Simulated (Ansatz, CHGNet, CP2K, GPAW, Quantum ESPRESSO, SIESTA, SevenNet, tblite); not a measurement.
**Random packing of C71N29 (at. %) (109 atoms) in other programs, against a plane-wave reference**

Wanted: errors and costs of other methods on random packing of C71N29 (at. %) (109 atoms). A plane-wave run serves as the reference.

Program: Ansatz 0.2.0. Level of theory: Kohn-Sham DFT, PBE, PAW, plane waves. Results are calculated unless marked as measured.

## Step 1: The starting structure

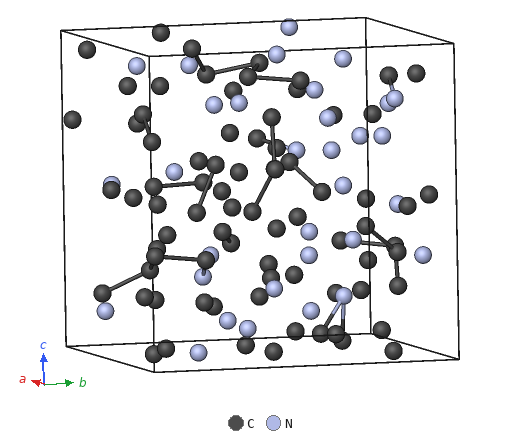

Start, viewed slightly off an axis; carbon dark grey, nitrogen light blue. Bonds to atoms that aren't drawn are left out. Some periodic images of atoms are drawn too.

The cell holds 109 atoms: 77 C and 32 N. Cell: a = 9.809 Å, b = 9.809 Å, c = 9.809 Å, α = 90.0°, β = 90.0°, γ = 90.0°. 109 atoms (77 C, 32 N) packed at random in a cube at 2.42 g/cm³ and pushed apart as soft spheres; a start for melting by ab initio MD, not an equilibrated structure. Then every atom was moved at random, 0.03 Å r.m.s. a Cartesian component.

## Step 2: Reference: Ansatz, plane waves

The PAW files are the set soft_2.

File input.yaml:

```yaml
crystal:
  lattice:
    - [9.8088, 0.0, 0.0]
    - [0.0, 9.8088, 0.0]
    - [0.0, 0.0, 9.8088]
  atoms:
    - { symbol: C, position: [0.47616, 0.53573, 0.74642] }
    - { symbol: C, position: [0.02056, 0.91634, 0.52377] }
    - { symbol: C, position: [0.36257, 0.06166, 0.7553] }
    - { symbol: C, position: [0.35872, 0.27138, 0.18081] }
    [... 99 atom lines left out ...]
    - { symbol: "N", position: [0.33175, 0.98308, 0.30409] }
    - { symbol: "N", position: [0.508, 0.77161, 0.16886] }
    - { symbol: "N", position: [0.46074, 0.32275, 0.31955] }
    - { symbol: "N", position: [0.51391, 0.35827, 0.78972] }
    - { symbol: "N", position: [0.49571, 0.10166, 0.92496] }
    - { symbol: "N", position: [0.95434, 0.1178, 0.11078] }
kpoints:
  mp_grid: { grid: [1, 1, 1] }
hamiltonian:
  xc: pbe
scf:
  occupations: { method: fermi_dirac, width: 0.05 }
output:
  forces: true
  eigenvalues: true
  populations: true
  stress: true
```

On the command line:

```console
$ ansatz run input.yaml --threads 8 --pin off --max-ram 15872MiB --backend cpu --events-out ev --progress --plain --runs-dir out
```

Numbers of over 12 decimals in the logs are rounded to 6 here.

The program printed:

```text
[...]
Pseudopotentials: kind: paw
Pseudopotential: C, paw, valence charge 4, recommended cutoff 420 eV (normal), C.paw.azcp
Pseudopotential: N, paw, valence charge 5, recommended cutoff 420 eV (normal), N.paw.azcp
[... 5 lines on functional and potentials left out ...]
Crystal: 109 atoms, lattice volume = 943.730 Å³
Basis set: ecut = 420 eV, 18349 PW (Γ), exchange–correlation on 144×144×144 points (8 copies of the dense FFT grid, shifted against one another)
Bands: 343, of which v1, the nominal top of the filled ones, is band 234 counted from 1 (233 counted from 0)
Symmetry: 1 space group operations
Space group: P1 (ITA 1), of the structure as read, at distance tolerance 9.8e-5 Å
k-points: 1
[... 5 lines on functional and potentials left out ...]
Initial density: superposition of atomic densities (neutral atoms: chi_scale 0, normalization atom), corrected by the library's trained network
Initial wavefunctions: pseudopotential atomic-orbital guess
[...]
SCF iter   1: F=—  HF=-31208.699461 eV  |F-HF|=—  |Δ(HF+E_count)|=         —  Δρ=1.71e-2  dr2=4.37e0  ethr=1.77e-3  ⟨swp⟩=4.0  Hψ=1127  notcnv=0  defer=30
preconditioner: auto → Kerker (q_TF=auto, 2.427 Å⁻¹)  [metal: Δε(μ)=0.039 eV  Ē_g=9.668 eV  σ=0.050 eV  W_gap=0.19  n_scr=250 (ndim 8)  ℏωp=26.1 eV  f_vac=0.000  D(μ)=55.61/eV (n_scr^D=514)]
[...]
SCF iter   8: F=—  HF=-31208.244142 eV  |F-HF|=—  |Δ(HF+E_count)|=   2.66e-7  Δρ=3.41e-6  dr2=1.96e-7  ethr=3.95e-10  ⟨swp⟩=2.0  Hψ=425  notcnv=0  defer=66
SCF iter   9: F=-31208.244142 eV  HF=-31208.244142 eV  |F-HF|=6.28e-9  |Δ(HF+E_count)|=   3.23e-8  Δρ=1.12e-6  dr2=2.11e-8  ethr=2.14e-11  ⟨swp⟩=11.0  Hψ=1354  notcnv=0
SCF 1 converged in 9 iterations: F = -31208.244142 eV  dr2 = 2.11e-8
[...]
SCF converged after 9 iterations
Free energy (F): -31208.244142 eV
Harris-Foulkes:  -31208.244142 eV  (|F-HF|=6.28e-9)
Internal energy: -31207.755209 eV  (E = F + TS)
E sigma→0 (E₀):  -31207.999676 eV
Entropy (-TS):   -0.488933 eV (-4.486 meV/atom)
Fermi energy:    7.219525 eV
--- Per-component energies (eV) ---
[...]
Σ components = -31208.244142   (vs F -31208.244142, Δ=0.00e0)
--- Forces (eV/Å), atoms counted from 1 ---
  atom   1  C     -0.51779242    -0.23818357    -1.91176614
  atom   2  C      2.13940120    -1.90481743    -2.45071391
  atom   3  C     -0.97041508     0.45068319    -0.76050897
  atom   4  C     -0.77766735     3.60972336    -0.46536149
[...]
atom 109  N     -1.63719002    -2.66529066    -0.29680921
  max |Σ_I F_I| component: 5.08e-5 eV/Å
--- Stress (GPa, compression-positive) ---
      -24.286882       0.671577      -2.981462
        0.671577     -26.833199      -0.717544
       -2.981462      -0.717544     -19.687051
  P = ⅓ Tr σ = -23.6024 GPa (-236.024 kbar)
--- Band table (eV) ---
  k-point 0: bands = ["-14.1838", "-13.9357", "-12.0552", "-11.7137", [... 327 levels ...], "11.2684", "11.2950", "11.3391", "11.3997", "11.4466", "11.5283", "11.5558", "11.5774", "11.6108", "11.6236", "11.6514", "11.7336"]
--- Löwdin populations: 109 sites ---
  site symbol       q [e]
     0      C      3.8468
     1      C      3.9685
     2      C      3.9033
[...]
108      N      5.1515
  spilling = 0.005090 (of n_electrons = 468.000000)
```

It took 5.8 s on 8 threads of Arm Neoverse V2, shared host; peak memory 1.3 GiB.

Numbers from this run:

- free energy: -31208.2441 eV
- free energy per atom: -286.3142 eV/atom
- SCF cycles: 9
- pressure: -23.6 GPa
- r.m.s. force component: 1.943 eV/Å
- longest force: 8.61 eV/Å
- Fermi energy: 7.22 eV
- levels partly filled by over 2 per cent: 11
- spilling of the projection: 0.00509

Length of the force by element:

| element | coordination | atoms | mean length of the force (eV/Å) | spread | least | most |
| --- | --- | --- | --- | --- | --- | --- |
| C | all | 77 | 2.87 | 1.13 | 0.314 | 6.30 |
| N | all | 32 | 3.59 | 1.66 | 1.04 | 8.61 |

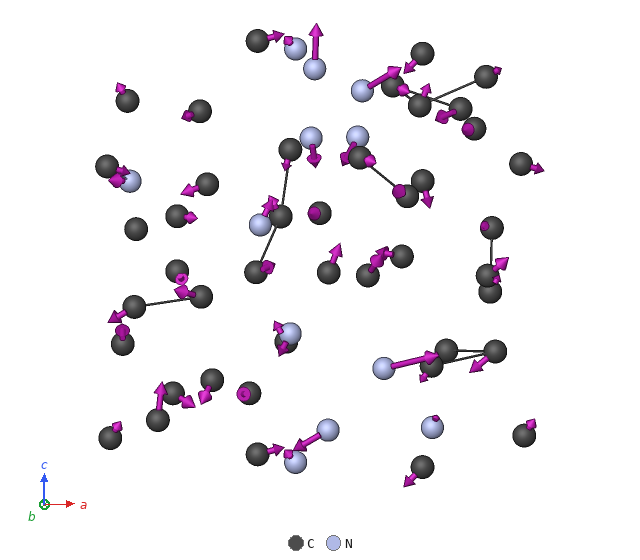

Forces as arrows; the longest in the cell is 8.61 eV/Å. Drawn is a slice 4 Å thick, seen along the normal of the ac plane. Bonds to atoms that aren't drawn are left out.

Löwdin charges by element (they lack the spilled electrons, 0.022 e an atom on average):

| element | coordination | atoms | mean charge (e) | spread | least | most |
| --- | --- | --- | --- | --- | --- | --- |
| C | all | 77 | 0.0632 | 0.0584 | -0.0509 | 0.267 |
| N | all | 32 | -0.0776 | 0.0594 | -0.223 | 0.0535 |

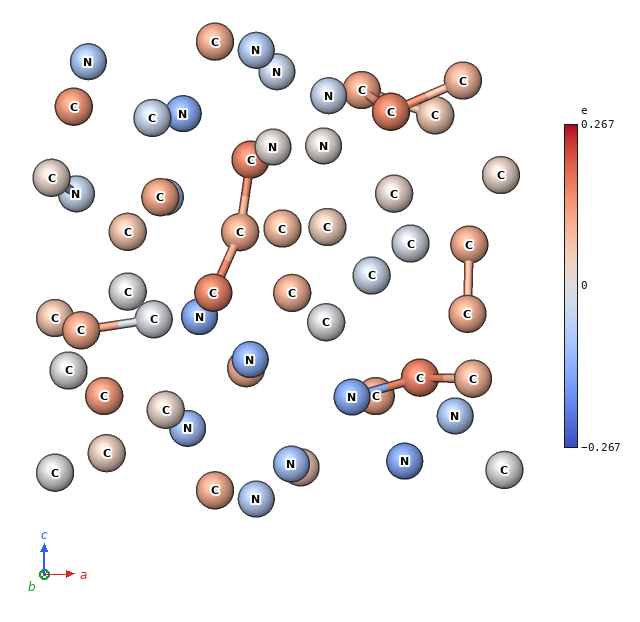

Atoms coloured by Löwdin charge. Drawn is a slice 4 Å thick, seen along the normal of the ac plane. Bonds to atoms that aren't drawn are left out.

The levels nearest the highest filled one (over half full), pooled over k-points and spins:

| level less the highest filled one (eV) | occupation |
| --- | --- |
| -0.195 | 1.97 |
| -0.135 | 1.89 |
| -0.0879 | 1.74 |
| -0.0668 | 1.63 |
| -0.0513 | 1.53 |
| 0 | 1.07 |
| 0.0212 | 0.861 |
| 0.044 | 0.648 |
| 0.0837 | 0.357 |
| 0.141 | 0.128 |
| 0.143 | 0.123 |
| 0.195 | 0.045 |

## Step 3: Local order

Density 2.42 g/cm³, 8.658 Å³ an atom.

Pair distribution functions g(r), in bins of 0.2 Å:

| r (Å) | total | C-C | C-N | N-N |
| --- | --- | --- | --- | --- |
| 1.50 | 0.03 | 0.00 | 0.06 | 0.00 |
| 1.70 | 1.41 | 1.35 | 1.50 | 1.27 |
| 1.90 | 1.52 | 1.54 | 1.47 | 1.65 |
| 2.10 | 1.23 | 1.44 | 1.00 | 1.16 |
| 2.30 | 1.22 | 1.33 | 0.90 | 2.04 |
| 2.50 | 0.97 | 0.89 | 0.97 | 1.43 |
| 2.70 | 0.84 | 0.84 | 0.85 | 0.80 |
| 2.90 | 1.01 | 1.06 | 0.87 | 1.30 |
| 3.10 | 1.08 | 1.03 | 1.08 | 1.38 |
| 3.30 | 0.86 | 0.86 | 0.93 | 0.54 |
| 3.50 | 1.08 | 1.10 | 1.06 | 1.02 |
| 3.70 | 0.87 | 0.95 | 0.81 | 0.63 |
| 3.90 | 1.09 | 0.98 | 1.26 | 0.87 |
| 4.10 | 0.97 | 1.01 | 0.91 | 1.09 |
| 4.30 | 1.01 | 1.01 | 0.95 | 1.31 |
| 4.50 | 1.06 | 0.96 | 1.18 | 0.94 |
| 4.70 | 1.04 | 1.07 | 1.03 | 0.86 |

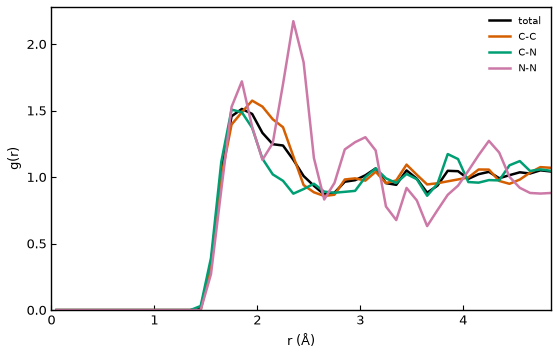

Pair distribution functions, lightly smoothed.

## Step 4: The other programs

The programs:
- CHGNet: machine-learned potential, published weights.
- CP2K 2026.2: Gaussian basis with GTH pseudopotentials and a plane-wave density; labels give functional, basis (MOLOPT sets; SR short-range, UZH the newer set with its own potentials), grid cutoff/relative cutoff and solver (OT: orbital transformation; TRS4, TC2, SIGN: linear-scaling purification with its sparsity filter), or its built-in tight binding.
- GPAW 26.7.0: PAW with atomic orbitals (LCAO), plane waves or a real-space grid of spacing h.
- Quantum ESPRESSO 7.5: plane waves; labels (QE) give functional, pseudopotential set and cutoffs of waves/density.
- SIESTA 5.4.2: numerical atomic orbitals, whose automatically made sets are far from complete, with PseudoDojo norm-conserving potentials that we converted to its format (checked against plane waves on the same files for H, C, O, Si, Ge and Ca alone); labels give functional, basis size, energy shift and mesh cutoff.
- SevenNet: machine-learned potential, published weights.
- tblite 0.8.0: extended tight binding, driven from Python.

All use the same cell and atoms; the electronic-structure runs use the same k-mesh, and an electronic temperature of 580 K (0.05 eV) where levels are smeared.

Differences are against the plane-wave reference, forces as r.m.s. over components; share is that over the reference's r.m.s. force, slope the least-squares factor from reference forces to these. Total energies of different programs have different zeros and aren't compared.

| run | Δ force, r.m.s. (meV/Å) | share (%) | slope | Δ pressure (GPa) | cores | CPU time | memory (GiB) |
| --- | --- | --- | --- | --- | --- | --- | --- |
| reference | - | - | - | - | 8 | 41 s | 1.3 |
| CHGNet r2SCAN potential | 749 | 38.6 | 0.864 | -0.116 | 1 | 4.7 s | 2.5 |
| CP2K PBE, DZVP-UZH, 600/50 Ry, diagonalisation | 94.4 | 4.86 | 0.999 | 2.53 | 4 | 10 min | 3.5 |
| CP2K PBE, SZV-MOLOPT-SR, 600/50 Ry, diagonalisation (coarse) | 922 | 47.5 | 1.117 | 8.94 | 2 | 5.6 min | 2.4 |
| GPAW PBE, LCAO dzp, h 0.18 Å | 83.6 | 4.30 | 0.981 | - | 2 | 5.5 min | 1.7 |
| GPAW PBE, LCAO dzp, h 0.18 Å, other mixer settings | 85.6 | 4.41 | 0.980 | - | 4 | 7.5 min | 2.3 |
| GPAW PBE, LCAO dzp, h 0.25 Å (coarse) | 463 | 23.8 | 0.959 | - | 2 | 3.2 min | 1.1 |
| GPAW PBE, LCAO szp(dzp), h 0.18 Å (coarse) | 513 | 26.4 | 0.826 | - | 1 | 4.1 min | 1.2 |
| QE PBE+D3(BJ), sssp-1.3.0-efficiency, 60/480 Ry | 124 | 6.38 | 0.981 | 0.175 | 4 | 8 min | 3.3 |
| QE PBE, sssp-1.3.0-efficiency, 60/480 Ry | 8.74 | 0.450 | 0.998 | -0.231 | 4 | 8.1 min | 3.1 |
| QE PBE, sssp-1.3.0-efficiency, 60/480 Ry, rmm-davidson | 8.74 | 0.450 | 0.998 | -0.233 | 4 | 8.7 min | 3.3 |
| SIESTA PBE, DZ, shift 0.01 Ry, mesh 500 Ry (coarse) | 602 | 31.0 | 0.866 | 9.78 | 2 | 4.1 min | 1.5 |
| SIESTA PBE, DZP, shift 0.01 Ry, mesh 500 Ry | 109 | 5.59 | 0.982 | 1.68 | 4 | 12 min | 2.8 |
| SIESTA PBE, SZ, shift 0.01 Ry, mesh 500 Ry (coarse) | 1438 | 74.0 | 0.591 | 22.8 | 1 | 2.7 min | 1.0 |
| SevenNet 0 potential | 759 | 39.0 | 0.921 | -3.95 | 1 | 7.8 s | 1.3 |
| SevenNet l3i5 potential | 713 | 36.7 | 0.894 | -4.27 | 1 | 12 s | 2.4 |
| tblite GFN1-xTB | 852 | 43.9 | 1.291 | -31.0 | 1 | 2.5 s | 0.12 |

Rows marked coarse were listed beforehand as settings not expected to be converged; some can still land near the reference.

Times of the machine-learned potentials are mostly Python's start and the loading of weights.

CPU time is summed over cores on a shared host, where runs went side by side, so it is rough. Symmetry, cutoffs, thresholds, outputs and thread counts weren't matched or tuned between programs; memory under MPI is the largest rank's times the ranks.

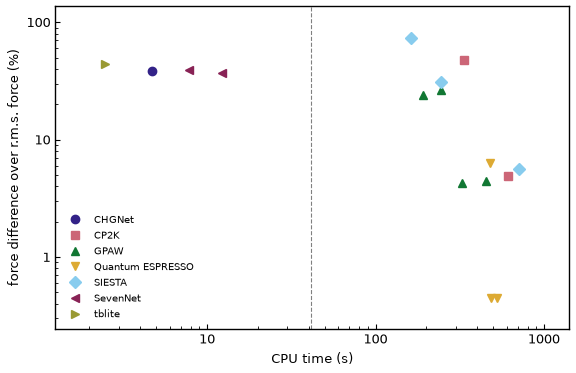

Force difference against CPU time; the dashed line marks the reference's time.

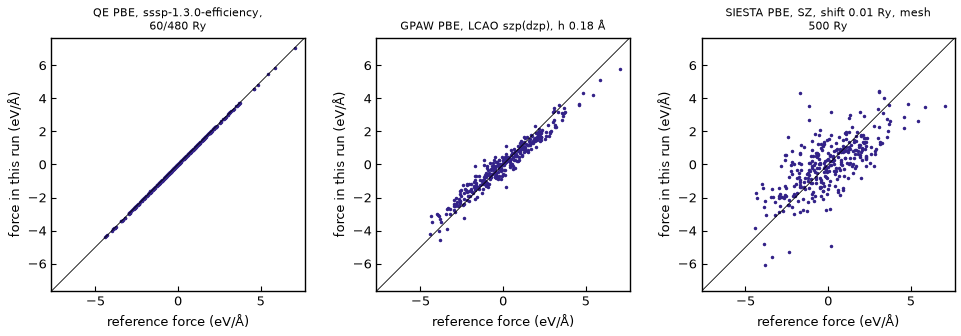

Force components against those of the reference; the line marks equality.

Runs without a result: CP2K GFN1-xTB, diagonalisation (not converged, the SCF not settling).

Mean charges by element (e), by run and scheme:

| run | scheme | C | N |
| --- | --- | --- | --- |
| reference | Löwdin | +0.06 | -0.08 |
| CP2K PBE, DZVP-UZH, 600/50 Ry, diagonalisation | Mulliken | +0.06 | -0.15 |
| CP2K PBE, DZVP-UZH, 600/50 Ry, diagonalisation | Hirshfeld | +0.02 | -0.04 |
| SIESTA PBE, DZP, shift 0.01 Ry, mesh 500 Ry | Hirshfeld | +0.01 | -0.02 |
| tblite GFN1-xTB | Mulliken | +0.08 | -0.18 |

The reference's Löwdin charges lack the electrons that the projection spills, 0.022 e an atom on average.

Within one program, basis, potentials and functional, energies share a zero. Each run against its twin at the usual cutoff or grid and solver:

| run | twin | Δ energy (meV/atom) | Δ force, r.m.s. (meV/Å) | CPU time over the twin's |
| --- | --- | --- | --- | --- |
| GPAW PBE, LCAO dzp, h 0.18 Å, other mixer settings | LCAO dzp, h 0.18 Å | 2.0e-4 | 5.15 | 1.4 (this twin ran on 2 cores) |
| GPAW PBE, LCAO dzp, h 0.25 Å | LCAO dzp, h 0.18 Å | 308 | 458 | 0.58 |
| QE PBE, sssp-1.3.0-efficiency, 60/480 Ry, rmm-davidson | sssp-1.3.0-efficiency, 60/480 Ry | 0 | 0.17 | 1.1 |

## Step 5: Outcome

```json
{
  "reference r.m.s. force component": "1.94 eV/Å",
  "nearest in forces": "a tie at 0.45 % of 2 runs: QE PBE, sssp-1.3.0-efficiency, 60/480 Ry; QE PBE, sssp-1.3.0-efficiency, 60/480 Ry, rmm-davidson",
  "farthest in forces": "SIESTA PBE, SZ, shift 0.01 Ry, mesh 500 Ry (coarse), 74 %",
  "cheapest electronic-structure run beside the reference": "tblite GFN1-xTB, 2.5 s of CPU time"
}
```

In words: PBE on plane waves or a grid with other potentials, cutoffs or grids, coarse settings apart, differs from the reference by 0.45 % in each run of the r.m.s. force; this holds the reference's own error, so differences of a few per cent don't tell which side is nearer the exact PBE result (QE's 60 Ry are 816 eV, against the reference's 420 eV). The PBE runs in local orbitals, coarse settings apart, differ by 4.3 % (GPAW PBE, LCAO dzp, h 0.18 Å) to 5.6 % (SIESTA PBE, DZP, shift 0.01 Ry, mesh 500 Ry); basis, grid and potentials can all enter. Tight binding differs by 44 % (tblite GFN1-xTB); it is another model, with fitted parameters of its own, and the xTB methods hold dispersion. Machine-learned potentials differ by 37 % (SevenNet l3i5 potential) to 39 % (SevenNet 0 potential); they were trained on other programs' data, some at another functional. The cause of differences this large wasn't tested. Rows with another functional or a dispersion term differ by 6.4 % (QE PBE+D3(BJ), sssp-1.3.0-efficiency, 60/480 Ry), which mixes the change of model with differences of basis and potentials. Runs with settings chosen to be coarse differ by 24 % (GPAW PBE, LCAO dzp, h 0.25 Å) to 74 % (SIESTA PBE, SZ, shift 0.01 Ry, mesh 500 Ry), their programs' other errors included. One electronic-structure run takes under half the reference's CPU time: tblite GFN1-xTB, at 44 % in 2.5 s against 41 s; its pressure misses by -31.0 GPa. GPAW PBE, LCAO szp(dzp), h 0.18 Å softens the forces by a factor of 0.83 while following their directions (correlation 0.972); the slopes of the 4 GPAW runs lie between 0.83 and 0.98. In pressure, SIESTA PBE, SZ, shift 0.01 Ry, mesh 500 Ry misses by +22.8 GPa, at the same functional. Charges hang on model, scheme and program or settings: among these rows the mean for N runs from -0.18 to -0.02 e. In the reference: 11 levels are partly filled, by over 2 % (at Γ alone): at this level the cell shows no clear gap. Levels of broken or missing bonds inside a gap of the host would look the same. In the reference: mean Löwdin charges: C +0.06, N -0.08 e (they miss 0.51 % of the electrons, so they add up to more than the cell's charge). Periodic xTB results under one method name differ between programs and library versions. Machine-learned potentials mimic data converged in k, so the reference's own k-point error enters their differences. The reference's stress is far from hydrostatic: its diagonal is -24.3, -26.8, -19.7 GPa, compression counted positive. The reference's pressure of -24 GPa says that the cell would shrink at this level of theory. The electronic-structure runs sample only Γ, in a cell whose shortest periodic width is 10 Å, which is coarse for a cell with partly filled levels.

[Also dropped from logs without a mark: logging warnings of Python, and SIESTA's first energy breakdown and zero terms.]

[Logs are printed without paths, hosts, clocks, repeated set-up lines and the standing remarks that a program may print on its own settings, such as how far it seeks lower states.]

[Hosts, paths, dates, database ids (printed as entryN), source tags and the programs' standing remarks are cut or masked in the printed files.]
